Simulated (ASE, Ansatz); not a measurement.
**Convergence of a linear-scaling basis for twisted Ti2CO2 MXene alternating trilayer, 77.90° (465 atoms)**

Wanted: errors and times of a linear-scaling basis for twisted Ti2CO2 MXene alternating trilayer, 77.90° (465 atoms). A setting counts as converged where the r.m.s. difference of forces stays under 1 % of the r.m.s. force.

Program: Ansatz 0.2.0. Level of theory: Kohn-Sham DFT, r2SCAN+D4, PAW (set soft_2), plane waves. Results are calculated unless marked as measured.

**1. Starting point**

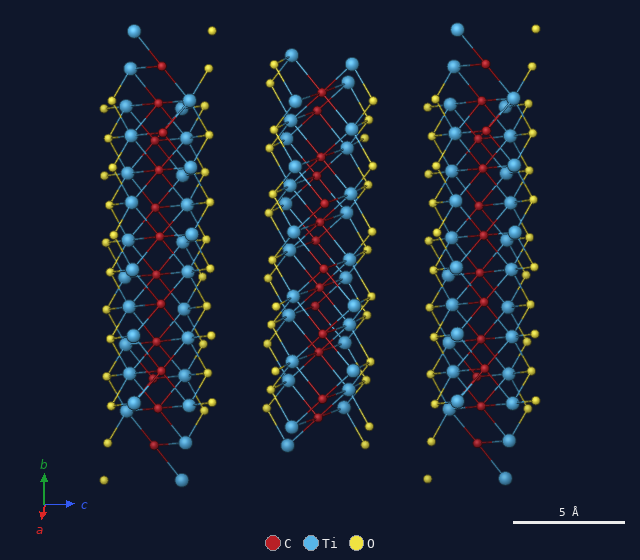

The starting structure, seen in part (carbon red, titanium blue, oxygen yellow). Drawn is a slice 6 Å thick, seen along the normal of the bc plane. Bonds to atoms that aren't drawn are left out.

The cell holds 465 atoms: 93 C, 186 Ti and 186 O. Its edges and angles: a = 16.870 Å, b = 16.870 Å, c = 31.110 Å, α = 90.0°, β = 90.0°, γ = 120.0°. It derives from Ti2CO2 (Ti2CO2 MXene). Ti2CO2 MXene (a = 3.03 Å) under Ti2CO2 MXene (a = 3.03 Å), alternating trilayer, commensurate cell of 31 unit cells a layer, twist 77.90 deg; facing planes 2.9, 2.89 Å apart; 12 Å of vacuum; layers as built, displaced by a Gaussian of 0.01 Å. Regions: layer 1, 155 atoms (31 C, 62 Ti and 62 O); layer 2, 155 atoms (31 C, 62 Ti and 62 O); layer 3, 155 atoms (31 C, 62 Ti and 62 O). Vacuum lies along c.

Before any run, some limits are plain. Beside vacuum, support functions can miss their usual error bounds without a warning. The main run has no spin polarisation, so moments on Ti can't form in it, and no Hubbard term. The Brillouin zone is sampled at Γ only, in a cell whose shortest periodic width is 15 Å.

**2. Plane-wave single point**

The first run fixes the reference, at a cutoff of 500 eV.

input.yaml

```yaml
crystal:
  lattice:
    - [16.8703, 0.0, 0.0]
    - [-8.43515, 14.61011, 0.0]
    - [0.0, 0.0, 31.11]
  atoms:
    - { symbol: C, position: [0.99923, 0.99961, 0.2643] }
    - { symbol: Ti, position: [0.07554, 0.11814, 0.30633] }
    - { symbol: Ti, position: [0.11919, 0.04263, 0.22285] }
    - { symbol: O, position: [0.11903, 0.04466, 0.33614] }
    - { symbol: O, position: [0.07457, 0.11825, 0.19279] }
    - { symbol: C, position: [0.031, 0.19261, 0.26448] }
    - { symbol: Ti, position: [0.1081, 0.31282, 0.30643] }
    - { symbol: Ti, position: [0.15019, 0.23638, 0.22217] }
    - { symbol: O, position: [0.15019, 0.237, 0.335] }
    - { symbol: O, position: [0.1089, 0.31318, 0.19281] }
    - { symbol: C, position: [0.06485, 0.38759, 0.26395] }
    - { symbol: Ti, position: [0.13842, 0.50496, 0.30686] }
    - { symbol: Ti, position: [0.18247, 0.43031, 0.22194] }
    - { symbol: O, position: [0.18199, 0.42987, 0.33525] }
    - { symbol: O, position: [0.13968, 0.50626, 0.19297] }
    - { symbol: C, position: [0.09708, 0.57997, 0.26466] }
    - { symbol: Ti, position: [0.17171, 0.6994, 0.30637] }
    - { symbol: Ti, position: [0.21461, 0.62273, 0.2218] }
    - { symbol: O, position: [0.21456, 0.62339, 0.33539] }
    - { symbol: O, position: [0.17223, 0.69938, 0.19289] }
    - { symbol: C, position: [0.12918, 0.7739, 0.26452] }
    - { symbol: Ti, position: [0.20445, 0.89304, 0.30659] }
    - { symbol: Ti, position: [0.24704, 0.81573, 0.22232] }
    - { symbol: O, position: [0.24738, 0.81729, 0.33554] }
    - { symbol: O, position: [0.20571, 0.89286, 0.19287] }
    - { symbol: C, position: [0.16098, 0.96787, 0.26456] }
    - { symbol: Ti, position: [0.23727, 0.08592, 0.30657] }
    - { symbol: Ti, position: [0.2797, 0.01076, 0.22228] }
    - { symbol: O, position: [0.28082, 0.01145, 0.33583] }
    - { symbol: O, position: [0.23779, 0.08715, 0.1925] }
    - { symbol: C, position: [0.19406, 0.1611, 0.26408] }
    - { symbol: Ti, position: [0.26879, 0.27967, 0.30639] }
    [... 427 atom lines left out ...]
    - { symbol: O, position: [0.0114, 0.73173, 0.66457] }
    - { symbol: C, position: [0.96749, 0.80712, 0.736] }
    - { symbol: Ti, position: [0.04331, 0.92535, 0.77785] }
    - { symbol: Ti, position: [0.08593, 0.85033, 0.69392] }
    - { symbol: O, position: [0.08548, 0.84917, 0.80708] }
    - { symbol: O, position: [0.04239, 0.92493, 0.66388] }
kpoints:
  mp_grid: { grid: [1, 1, 1] }
hamiltonian:
  xc: r2scan
  dispersion: d4
scf:
  occupations: { method: gaussian, width: 0.025 }
output:
  forces: true
  populations: true
  dos:
    method: { smearing: { sigma: 0.15 } }
    de: 0.1
    projected: { site_lists: { C: [C], O: [O], Ti: [Ti] } }
  eigenvalues: true
```

On the command line:

```console
$ ansatz run input.yaml --threads 32 --pin off --max-ram 92160MiB --backend cuda --events-out ev --progress --plain --runs-dir out --max-vram 78GiB
```

Log:

```text
Engine: ansatz 0.2.0, aarch64-unknown-linux-gnu
Pseudopotentials: kind: paw
Pseudopotential: C, paw, valence charge 4, recommended cutoff 500 eV (meta_gga), C.paw.azcp
Pseudopotential: Ti, paw, valence charge 12, recommended cutoff 500 eV (meta_gga), Ti.paw.azcp
Pseudopotential: O, paw, valence charge 6, recommended cutoff 500 eV (meta_gga), O.paw.azcp
[... 6 lines on functional and potentials left out ...]
device memory: the entry about to start is reckoned to put 49.2 GiB on a device that reports 131.4 GiB free (of which the cap on the GPU budget leaves the run 78.0 GiB)
GPU FFT provider: cuFFT
GPU libraries: cuBLAS 13.8.1, cuFFT 12.4.0, cuSOLVER 12.3.2
GPU matrix products: emulated (plane waves: as basis.precision tells), large ones in fixed point in workspaces of 1.00 GiB
Crystal: 465 atoms, lattice volume = 7667.898 Å³
Basis set: ecut = 500 eV, 194795 PW (Γ), exchange–correlation on 500×500×960 points (64 copies of the dense FFT grid, shifted against one another)
Bands: 2325, of which v1, the nominal top of the filled ones, is band 1860 counted from 1 (1859 counted from 0)
Symmetry: 1 space group operations
Space group: P1 (ITA 1), of the structure as read, at distance tolerance 2.0e-4 Å
k-points: 1
[... 10 lines on functional and potentials left out ...]
Initial density: superposition of atomic densities (neutral atoms: chi_scale 0, normalization atom), corrected by the library's trained network
Initial wavefunctions: pseudopotential atomic-orbital guess
GPU buffer pool allocated for 3750000 grid points (all kernels)
GPU transforms: local potential: pruned to the plane-wave sphere, on 125×125×225; band sums: pruned to the plane-wave sphere, on 125×125×240
Functional: x = r2scan, c = r2scan; τ floored in thin density (d = 2e-4 eV/Å³)
SCF iter   1: F=—  HF=-595564.169909 eV  |F-HF|=—  |Δ(HF+E_count)|=         —  Δρ=2.39e-2  dr2=5.79e1  dr2_τ=3.36e1  ethr=1.77e-3  ⟨swp⟩=7.0  Hψ=9375  notcnv=0  defer=265
preconditioner: auto → Resta (q_TF=auto, 2.418 Å⁻¹)  ε∞=5.3  [insulator: Δε(μ)=0.803 eV  Ē_g=9.641 eV  σ=0.025 eV  W_gap=1.00  n_scr=1858 (ndim 8)  ℏωp=20.0 eV  f_vac=0.357  D(μ)=0.00/eV (n_scr^D=0)  ε∞_Penn≈5.3  vacuum switching on, ρ_ref=6.7e-3 e/Å³]
SCF iter   2: F=—  HF=-595569.637535 eV  |F-HF|=—  |Δ(HF+E_count)|=    5.47e0  Δρ=1.23e-2  dr2=8.47e0  dr2_τ=3.04e0  ethr=1.56e-3  ⟨swp⟩=2.0  Hψ=3682  notcnv=0  defer=387
SCF iter   3: F=—  HF=-595568.919211 eV  |F-HF|=—  |Δ(HF+E_count)|=   7.18e-1  Δρ=4.01e-3  dr2=1.41e0  dr2_τ=5.22e-2  ethr=2.28e-4  ⟨swp⟩=2.0  Hψ=2943  notcnv=0  defer=387
SCF iter   4: F=—  HF=-595569.105796 eV  |F-HF|=—  |Δ(HF+E_count)|=   1.87e-1  Δρ=2.23e-3  dr2=7.18e-1  dr2_τ=5.23e-2  ethr=3.80e-5  ⟨swp⟩=4.0  Hψ=4695  notcnv=0  defer=387
SCF iter   5: F=—  HF=-595569.057774 eV  |F-HF|=—  |Δ(HF+E_count)|=   4.80e-2  Δρ=7.57e-4  dr2=8.78e-2  dr2_τ=5.61e-3  ethr=1.93e-5  ⟨swp⟩=3.0  Hψ=2924  notcnv=0  defer=387
SCF iter   6: F=—  HF=-595568.993599 eV  |F-HF|=—  |Δ(HF+E_count)|=   6.42e-2  Δρ=3.82e-4  dr2=1.28e-2  dr2_τ=8.48e-4  ethr=2.36e-6  ⟨swp⟩=2.0  Hψ=3597  notcnv=0  defer=387
SCF iter   7: F=—  HF=-595569.020644 eV  |F-HF|=—  |Δ(HF+E_count)|=   2.70e-2  Δρ=1.67e-4  dr2=4.63e-3  dr2_τ=3.28e-4  ethr=3.43e-7  ⟨swp⟩=2.0  Hψ=2866  notcnv=0  defer=387
SCF iter   8: F=—  HF=-595569.001827 eV  |F-HF|=—  |Δ(HF+E_count)|=   1.88e-2  Δρ=9.89e-5  dr2=1.39e-3  dr2_τ=6.72e-5  ethr=1.24e-7  ⟨swp⟩=2.0  Hψ=2946  notcnv=0  defer=387
SCF iter   9: F=—  HF=-595569.002051 eV  |F-HF|=—  |Δ(HF+E_count)|=   2.24e-4  Δρ=7.21e-5  dr2=7.32e-4  dr2_τ=3.75e-5  ethr=3.73e-8  ⟨swp⟩=3.0  Hψ=3028  notcnv=0  defer=387
SCF iter  10: F=—  HF=-595569.002043 eV  |F-HF|=—  |Δ(HF+E_count)|=   8.46e-6  Δρ=1.94e-5  dr2=5.90e-5  dr2_τ=2.44e-6  ethr=1.97e-8  ⟨swp⟩=2.0  Hψ=3049  notcnv=0  defer=387
SCF iter  11: F=—  HF=-595569.016105 eV  |F-HF|=—  |Δ(HF+E_count)|=   1.41e-2  Δρ=1.67e-5  dr2=3.17e-5  dr2_τ=2.12e-6  ethr=1.58e-9  ⟨swp⟩=3.0  Hψ=3879  notcnv=0  defer=387
SCF iter  12: F=—  HF=-595569.016104 eV  |F-HF|=—  |Δ(HF+E_count)|=   8.03e-7  Δρ=5.69e-6  dr2=4.52e-6  dr2_τ=2.76e-7  ethr=8.53e-10  ⟨swp⟩=2.0  Hψ=3049  notcnv=0  defer=387
SCF iter  13: F=—  HF=-595569.016105 eV  |F-HF|=—  |Δ(HF+E_count)|=   1.29e-6  Δρ=3.36e-6  dr2=2.08e-6  dr2_τ=9.73e-8  ethr=1.22e-10  ⟨swp⟩=3.0  Hψ=2887  notcnv=0  defer=387
SCF iter  14: F=—  HF=-595569.016105 eV  |F-HF|=—  |Δ(HF+E_count)|=   8.51e-8  Δρ=1.32e-6  dr2=3.30e-7  dr2_τ=1.59e-8  ethr=5.60e-11  ⟨swp⟩=3.0  Hψ=2926  notcnv=0  defer=387
SCF iter  15: F=-595569.016105 eV  HF=-595569.016106 eV  |F-HF|=1.50e-8  |Δ(HF+E_count)|=   5.08e-8  Δρ=7.13e-7  dr2=8.73e-8  dr2_τ=2.99e-9  ethr=2.69e-12  ⟨swp⟩=13.0  Hψ=11928  notcnv=0
SCF 1 converged in 15 iterations: F = -595569.016105 eV  dr2 = 8.73e-8
  greatest PAW one-centre occupation: 1.000 electrons in one spin orbital (limit 2), on the Ti atom at site 187 (counted from 0), in its partial waves of l = 1
SCF converged after 15 iterations
Free energy (F): -595569.016105 eV
Harris-Foulkes:  -595569.016106 eV  (|F-HF|=1.50e-8)
Internal energy: -595569.016105 eV  (E = F + TS)
E sigma→0 (E₀):  -595569.016105 eV
Fermi energy:    5.787449 eV
--- Per-component energies (eV) ---
  E_band       = -57708.606234
  E_kinetic    = 91750.218609
  E_local      = -2804394.192065  (includes V_loc(G=0)·N_el)
  E_nonlocal   = 11817.297715
  E_hartree    = 1365463.111691
  E_xc         = -35630.464123
  E_vxc        = -50856.919806  (∫ρ·V_xc dr)
  E_paw        = -235228.395618  (= ΣΔE_a)
  E_vpaw       = -40263.875594  (= ΣTr[D̂ρ^β])
  E_aug_tail   = 0.224285  (compensation charges beyond the density's cutoff)
  E_vtau       = 3312.520904  (kinetic-family band-sum trace: ∫τ·v_τ [+ j·A + Jᵃ·Aᵃ] dr)
  E_ewald      = 1010741.948934
  E_disp       = -33.377535  (pairwise vdW)
  E_core_change = -55.387997  (= ΣΔE_core)
  E_smearing   = -0.000000  (= −TS)
  E_closure    = -0.000000  (closes the sum)
  Σ components = -595569.016105   (vs F -595569.016105, Δ=0.00e0)
--- Forces (eV/Å), atoms counted from 1 ---
[... 465 lines of forces left out ...]
  max |Σ_I F_I| component: 1.58e-4 eV/Å
--- Band table (eV) ---
[... left out ...]
--- Löwdin populations: 465 sites ---
  site symbol       q [e]
[... 465 lines, one an atom, left out ...]
  spilling = 0.003627 (of n_electrons = 3720.000000)
```

Run time: 22 s. Hardware: 1 × NVIDIA GB200 with 32 threads of Arm Neoverse V2, shared host; peak memory 6.1 GiB; 90 s of CPU time.

That memory is the host's; the program planned up to 49.2 GiB on the GPU. Forces of this run were stored rounded, and per-atom blocks of the log weren't kept.

Numbers from this run:

| Item | Value |
| --- | --- |
| free energy | -595569.0161 eV |
| free energy per atom | -1280.7936 eV/atom |
| SCF cycles | 15 |
| r.m.s. force component | 0.2227 eV/Å |
| longest force | 0.7923 eV/Å |
| Fermi energy | 5.787 eV |
| gap (highest filled to lowest empty level) | 0.6608 eV |
| spilling of the projection | 0.003627 |

Length of the force by element:

```tsv
element	coordination	atoms	mean length of the force (eV/Å)	spread	least	most
C	all	93	0.268	0.115	0.0296	0.545
O	all	186	0.405	0.147	0.0515	0.792
Ti	all	186	0.348	0.151	0.0339	0.737
```

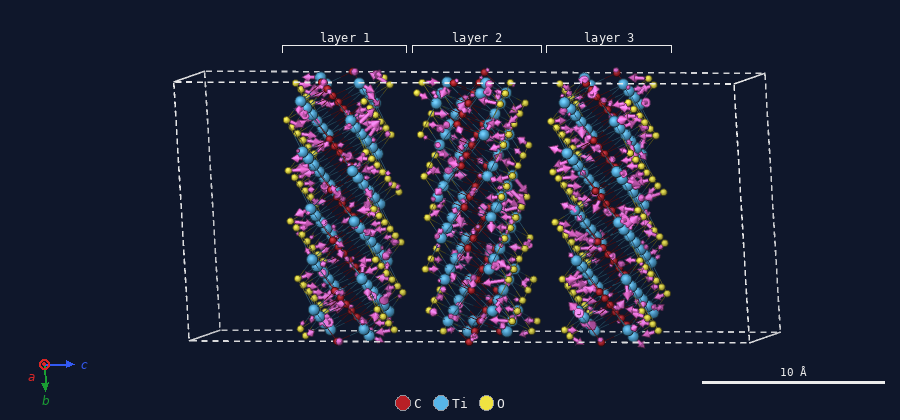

Forces as arrows; the longest in the cell is 0.792 eV/Å. Some periodic images of atoms are drawn too.

Löwdin charges by element (they lack the spilled electrons, 0.029 e an atom on average):

```tsv
element	coordination	atoms	mean charge (e)	spread	least	most
C	all	93	-0.964	0.0023	-0.969	-0.958
O	all	186	-0.651	0.0045	-0.663	-0.641
Ti	all	186	1.21	0.0044	1.20	1.22
```

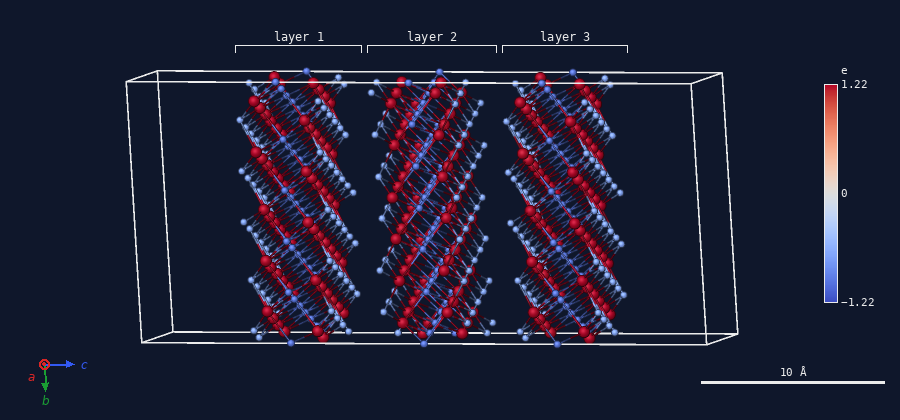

Atoms coloured by Löwdin charge. Some periodic images of atoms are drawn too.

By region:

```tsv
region	atoms	mean length of the force (eV/Å)
layer 1	155	0.362
layer 2	155	0.33
layer 3	155	0.372
```

Density of states as counts of states in windows of 1 eV (from the Fermi level), total and some projections:

```tsv
from (eV)	to (eV)	total	Ti d	O p	C p
-10	-8	0.0	0.0	0.0	0.0
-8	-7	0.1	0.0	0.1	0.0
-7	-6	212.9	49.4	123.0	21.7
-6	-5	536.8	127.0	341.4	45.5
-5	-4	373.4	66.8	265.4	22.4
-4	-3	194.6	55.9	68.8	62.7
-3	-2	254.6	71.7	59.3	113.8
-2	-1	89.2	22.8	25.4	37.7
-1	0	12.0	2.0	3.5	6.4
0	1	182.8	147.9	25.4	5.7
1	2	422.1	378.2	23.8	12.5
```

Between -26 and -10 eV lie 558 more states.

The stored curve holds about 2231 of the 3720 electrons; the rest, give or take the few that broadening carries across the Fermi level, lie in deeper levels below its range.

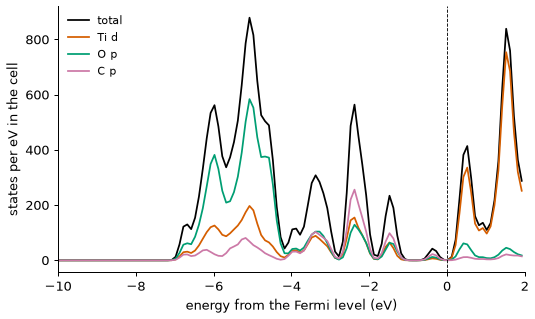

Total and projected density of states, with the broadening of the input.

Not all projections were asked for or kept, so they needn't add up to the total.

The levels nearest the highest filled one (over half full), pooled over k-points and spins:

```tsv
level less the highest filled one (eV)	occupation
-0.0417	2
-0.0413	2
-0.0336	2
-0.0303	2
-0.0027	2
0	2
0.661	0
0.674	0
0.674	0
0.681	0
0.689	0
0.689	0
```

Mean Löwdin charges: C -0.96, O -0.65, Ti +1.21 e (they miss 0.36 % of the electrons, so they add up to more than the cell's charge). The largest share in the top eV of filled states is C p (48 % of the projected weight), and in the lowest eV of empty states Ti d (85 % of the projected weight).

**3. Distances and neighbours**

These statistics describe the geometry on which the runs were made.

Normalised to the volume that the atoms fill. Pair distribution functions g(r), in bins of 0.2 Å:

```tsv
r (Å)	total	O-O	O-Ti	O-C	Ti-Ti	Ti-C	C-C
1.90	2.68	0.00	8.35	0.00	0.00	0.00	0.00
2.10	2.01	0.00	0.22	0.00	0.00	12.10	0.00
2.30	0.31	0.00	0.00	0.00	0.00	1.94	0.00
2.50	0.00	0.00	0.00	0.00	0.00	0.00	0.00
2.70	0.04	0.00	0.00	0.25	0.00	0.00	0.00
2.90	1.38	0.32	0.00	8.15	0.12	0.00	0.11
3.10	3.46	7.47	0.00	0.00	10.57	0.00	14.50
3.30	0.07	0.41	0.00	0.00	0.00	0.00	0.00
3.50	0.47	0.36	1.29	0.00	0.00	0.00	0.00
3.70	1.52	0.31	2.17	0.00	0.00	4.80	0.00
3.90	0.14	0.27	0.30	0.00	0.00	0.00	0.00
4.10	0.78	0.39	0.30	3.90	0.00	0.00	0.00
4.30	0.38	0.20	0.24	0.00	1.72	0.00	0.00
4.50	0.14	0.30	0.28	0.00	0.03	0.00	0.00
4.70	2.52	1.74	6.31	0.00	0.11	1.31	0.00
4.90	0.87	0.17	0.28	0.00	0.25	4.46	0.00
5.10	1.00	0.29	0.21	5.30	0.22	0.00	0.00
5.30	1.56	2.61	0.23	0.44	5.02	0.00	4.86
5.50	0.22	0.24	0.22	0.45	0.22	0.00	0.00
5.70	0.35	1.27	0.17	0.38	0.21	0.00	0.00
5.90	0.20	0.22	0.25	0.39	0.15	0.00	0.00
6.10	0.94	1.96	0.14	0.34	2.06	0.35	3.64
6.30	1.33	0.41	3.48	0.41	0.20	0.35	0.00
6.50	1.05	1.60	0.39	0.42	0.13	3.59	0.00
6.70	0.77	0.16	0.36	3.31	0.26	0.35	0.00
6.90	0.56	0.19	0.55	0.35	1.52	0.33	0.00
7.10	1.05	0.11	2.13	0.33	0.23	1.66	0.00
7.30	0.50	0.33	0.33	1.52	0.23	0.32	0.21
```

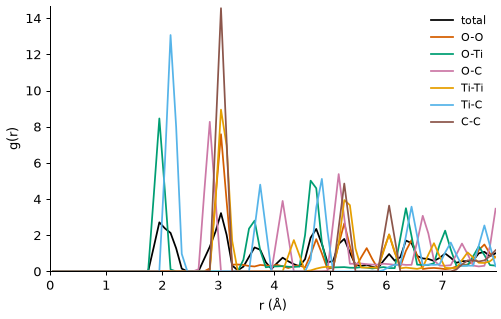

Pair distribution functions, lightly smoothed.

Bonds by pair of elements; cutoffs follow the first minimum of g(r), held within bounds set by covalent radii, and pairs that aren't listed don't count as bonded:

```tsv
pair A-B	cutoff (Å)	bonds	mean length (Å)	spread (Å)	shortest (Å)	B about A	A about B
O-Ti	2.64	558	1.97	0.014	1.92	3	3
Ti-C	2.64	558	2.19	0.013	2.14	3	6
```

How many atoms have how many bonded neighbours:

```tsv
element	mean	3	6
C	6	0	93
O	3	186	0
Ti	6	0	186
```

Bond angles, per cent of each kind in bins of 5°:

```tsv
angle (°)	C-Ti-O	Ti-C-Ti	C-Ti-C	O-Ti-O	Ti-O-Ti
80–85	11.5	0.0	0.0	0.0	0.0
85–90	55.2	40.0	100.0	0.0	0.0
90–95	0.0	40.0	0.0	0.0	0.0
95–100	0.0	0.0	0.0	25.6	24.9
100–105	0.0	0.0	0.0	74.4	75.1
105–110	0.0	0.0	0.0	0.0	0.0
110–115	0.0	0.0	0.0	0.0	0.0
115–120	0.0	0.0	0.0	0.0	0.0
120–125	0.0	0.0	0.0	0.0	0.0
125–130	0.0	0.0	0.0	0.0	0.0
130–135	0.0	0.0	0.0	0.0	0.0
135–140	0.0	0.0	0.0	0.0	0.0
140–145	0.0	0.0	0.0	0.0	0.0
145–150	0.0	0.0	0.0	0.0	0.0
150–155	0.0	0.0	0.0	0.0	0.0
155–160	0.0	0.0	0.0	0.0	0.0
160–165	0.0	0.0	0.0	0.0	0.0
165–170	6.5	0.0	0.0	0.0	0.0
170–175	26.9	0.0	0.0	0.0	0.0
175–180	0.0	20.0	0.0	0.0	0.0
```

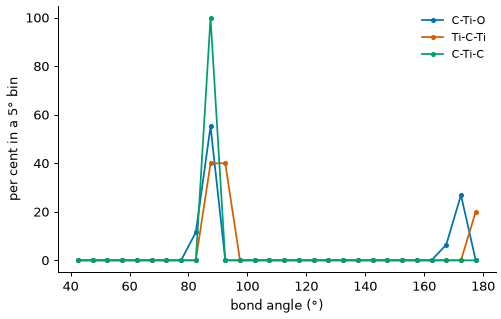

Distributions of the most common bond angles.

Bond angles (no mean is given where the spread exceeds 20°):

```tsv
angle	count	mean (°)	spread (°)
C-Ti-O	1674	-	-
Ti-C-Ti	1395	-	-
C-Ti-C	558	87.8	0.5
O-Ti-O	558	100	0.6
Ti-O-Ti	558	100	0.6
```

By these cutoffs all C atoms have 6, all O atoms have 3 and all Ti atoms have 6 bonded neighbours.

(Continued in part 2 of 2.)

[Logs are printed without paths, hosts, clocks, repeated set-up lines and the standing remarks that a program may print on its own settings, such as how far it seeks lower states.]

[Hosts, paths, dates, database ids (printed as entryN), source tags and the programs' standing remarks are cut or masked in the printed files.]
